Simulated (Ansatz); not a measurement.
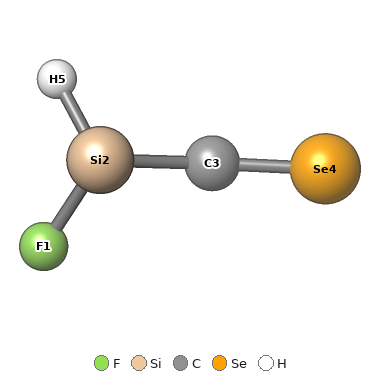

The system is CHFSeSi, SMILES F[SiH]=C=[Se]; the picture shows the reference structure. 
- First axis: umbrella angle at Si2 (between each of its bonds and their common axis; 90 is planar). Second axis: change of the bonds Si2–F1, Si2–C3, Si2–H5, all alike.
- Nothing is relaxed (all other coordinates rigid).
- Grid: 15 × 15 points.
- Points are written as (first, second).
- Energies: eV, counted from the lowest grid point.
- Method: RKS B3LYP-D4/def2-TZVP in Ansatz.

Its coordinates:

```yaml
atoms:
  - { symbol: F, position_ang: [1.3860, 1.3561, -0.3062] }
  - { symbol: Si, position_ang: [-0.0336, 0.7936, 0.2123] }
  - { symbol: C, position_ang: [-0.3463, -0.8526, -0.4085] }
  - { symbol: Se, position_ang: [-1.1143, -2.0839, -1.2751] }
  - { symbol: H, position_ang: [0.0205, 0.7003, 1.6919] }
```

Range: umbrella angle at Si2 (between each of its bonds and their common axis; 90 is planar) from 57.9 to 122.1°; change of the bonds Si2–F1, Si2–C3, Si2–H5, all alike from −0.179 to 0.277 Å.

### Predict the map.

The lowest grid point is at (108.3°, −0.016 Å). No other kind of well shows on this grid. The highest grid point, (85.4°, 0.277 Å), lies 3.23 eV above the lowest. Round the minimum the valley is somewhat tilted: raising the first coordinate shifts the best value of the second coordinate upwards (coupling k₁₂/√(k₁₁k₂₂) about −0.4).

```tsv
second ↓, first →	57.9	62.5	67.1	71.7	76.3	80.8	85.4	90.0	94.6	99.2	103.7	108.3	112.9	117.5	122.1
0.277	1.76	1.95	2.21	2.51	2.84	3.11	3.23	3.06	2.68	2.29	1.95	1.67	1.46	1.34	1.32
0.244	1.55	1.71	1.94	2.21	2.49	2.72	2.81	2.66	2.33	1.97	1.65	1.38	1.19	1.09	1.09
0.212	1.35	1.49	1.69	1.92	2.16	2.34	2.41	2.28	1.99	1.66	1.36	1.12	0.95	0.86	0.88
0.179	1.17	1.27	1.44	1.63	1.83	1.98	2.02	1.90	1.65	1.34	1.07	0.85	0.71	0.65	0.69
0.146	1.01	1.08	1.20	1.36	1.51	1.63	1.66	1.55	1.32	1.05	0.81	0.61	0.49	0.45	0.52
0.114	0.89	0.92	1.00	1.12	1.24	1.33	1.34	1.23	1.03	0.79	0.57	0.40	0.31	0.30	0.40
0.081	0.80	0.78	0.83	0.90	0.99	1.05	1.04	0.94	0.76	0.55	0.36	0.22	0.16	0.18	0.31
0.049	0.75	0.70	0.70	0.74	0.79	0.83	0.81	0.71	0.55	0.36	0.20	0.09	0.05	0.11	0.27
0.016	0.77	0.67	0.63	0.63	0.65	0.65	0.62	0.52	0.38	0.22	0.09	0.01	0.01	0.09	0.30
−0.016	0.85	0.71	0.63	0.59	0.57	0.55	0.51	0.41	0.28	0.15	0.05	0.00	0.03	0.15	0.39
−0.049	1.03	0.83	0.71	0.63	0.58	0.53	0.47	0.38	0.27	0.16	0.09	0.07	0.13	0.30	0.58
−0.081	1.29	1.05	0.88	0.76	0.68	0.61	0.54	0.45	0.35	0.26	0.22	0.23	0.33	0.53	0.86
−0.114	1.69	1.39	1.17	1.02	0.90	0.81	0.72	0.63	0.54	0.48	0.47	0.52	0.65	0.90	1.28
−0.146	2.21	1.86	1.60	1.40	1.25	1.13	1.03	0.94	0.87	0.83	0.84	0.93	1.10	1.39	1.82
−0.179	2.92	2.51	2.19	1.95	1.77	1.63	1.51	1.42	1.36	1.35	1.39	1.51	1.73	2.06	2.55
```

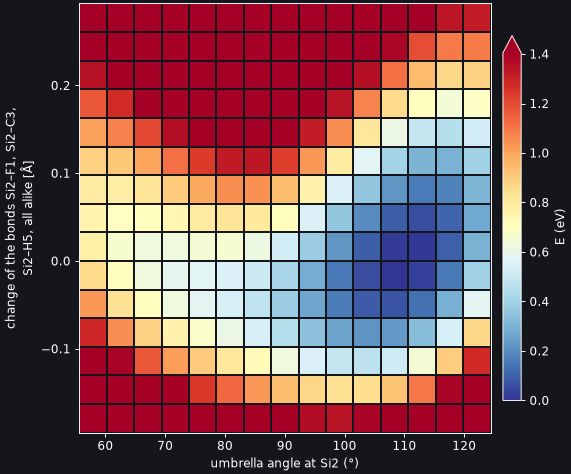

Drawn: one coloured cell a grid point, one colour for all values above the top of the scale.

Time for the 225 points that were run: 52 min on 1 thread of Arm Neoverse N1 (shared host).
